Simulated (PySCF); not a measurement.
# CH5BClN (SMILES CNBCl): B3LYP/6-31G(d) (spherical functions)

What is the energy change on altering one bond length of CH5BClN at B3LYP/6-31G* (spherical functions)? Input form: a Python script.

The calculation is run with PySCF 2.14.0.

3 further runs of the same task are left out: 3 set aside as unsound or not needed.

## 1. The system as given

The species is CH5BClN (9 atoms), meant as a singlet with charge 0. SMILES: `CNBCl`. Geometry: relaxed at PBE0-D4/def2-TZVP. This is one conformer, not always the lowest.

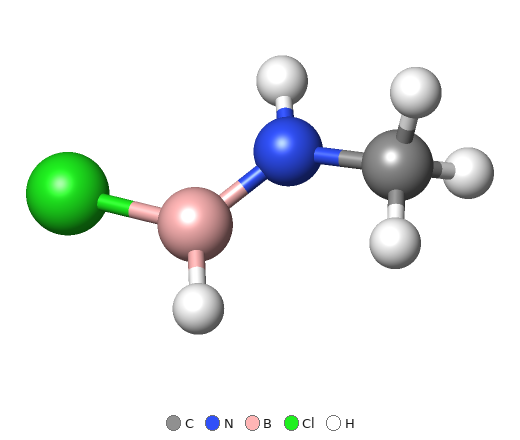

Viewed from a chosen angle; carbon grey, nitrogen blue, boron pink, chlorine green, hydrogen white.

## 2. A single-point energy at B3LYP/6-31G(d) (spherical functions)

Input file job.py:

```python
# CNBCl
from pyscf import gto, dft

mol = gto.M(
    atom='''
C      0.963949     0.911037    -1.839459
N     -0.770819    -0.427078    -0.211082
B     -0.493407    -0.784614     2.358756
Cl    -2.825707    -2.484045     4.053085
H      1.713982    -0.322009    -3.319304
H      0.052723     2.530154    -2.745394
H      2.544894     1.606078    -0.718096
H     -2.306411    -1.144229    -1.084514
H      1.288037     0.026834     3.473695
''',
    spin=0,
    max_memory=1860,
    verbose=3,
    basis='6-31g*',
    unit='bohr',
)

ks = dft.RKS(mol)
ks.xc = 'b3lyp'
ks.conv_tol = 1e-10
ks.grids.level = 5
ks.kernel()
if not ks.converged:
    ks = ks.newton().run(ks.mo_coeff, ks.mo_occ)

energy = ks.e_tot
print('E(%s) = %.9f' % ('B3LYP', energy))
```

Launch:

```bash
$ OMP_NUM_THREADS=1 python job.py
```

The program printed:

```text
converged SCF energy = -580.993382673486
E(B3LYP) = -580.993382673
```

Wall time 14 s (1 thread of Intel Xeon Platinum 8488C (Sapphire Rapids), shared host); peak memory 0.36 GiB.

## 3. The distorted shape

Input file job.py:

```python
from pyscf import gto, dft

system = gto.M(
    atom='''
C        0.488085       0.510473      -1.177338
N       -0.429915      -0.197627      -0.315638
B       -0.261100      -0.415200       1.248200
Cl      -1.495300      -1.314500       2.144800
H        0.884985      -0.142027      -1.960438
H        0.005885       1.367273      -1.656738
H        1.324685       0.878273      -0.583938
H       -1.242515      -0.577127      -0.777838
H        0.681600       0.014200       1.838200
''',
    verbose=3,
    spin=0,
    charge=0,
    basis='6-31g*',
    max_memory=1860,
)

mf = dft.RKS(system)
mf.xc = 'b3lyp'
mf.conv_tol = 1e-10
mf.grids.level = 5
mf.kernel()
if not mf.converged:
    mf = mf.newton().run(mf.mo_coeff, mf.mo_occ)

etot = mf.e_tot
print('E = %.10f Eh' % etot)
```

Launch:

```bash
$ OMP_NUM_THREADS=1 python job.py
```

The program printed:

```text
converged SCF energy = -580.970837444363
E = -580.9708374444 Eh
```

It took 14 s on 1 thread of Intel Xeon Platinum 8488C (Sapphire Rapids), shared host; peak memory 0.37 GiB.

## 4. Summary of results

Level: B3LYP/6-31G* (spherical functions).

| quantity | value |
| --- | --- |
| first shape: total energy | -580.99338 Eh |
| first shape: dipole moment | 3.11 D |
| first shape: HOMO energy | -7.37 eV |
| first shape: LUMO energy | 0.51 eV |
| first shape: HOMO–LUMO gap | 7.88 eV |
| distorted shape: total energy | -580.97084 Eh |
| distorted shape: dipole moment | 2.31 D |
| distorted shape: HOMO energy | -6.75 eV |
| distorted shape: LUMO energy | -0.31 eV |
| distorted shape: HOMO–LUMO gap | 6.45 eV |
| energy change with the N2–B3 bond stretched from 1.381 to 1.588 Å | 0.613 eV |

With the N2–B3 bond stretched from 1.381 to 1.588 Å the energy rises by 0.61 eV (59.2 kJ/mol). The first shape isn't relaxed at this level, so the change isn't measured from a minimum. Mulliken charges (distorted shape) run from -0.58 on N2 to +0.32 on H8; they depend strongly on the basis.
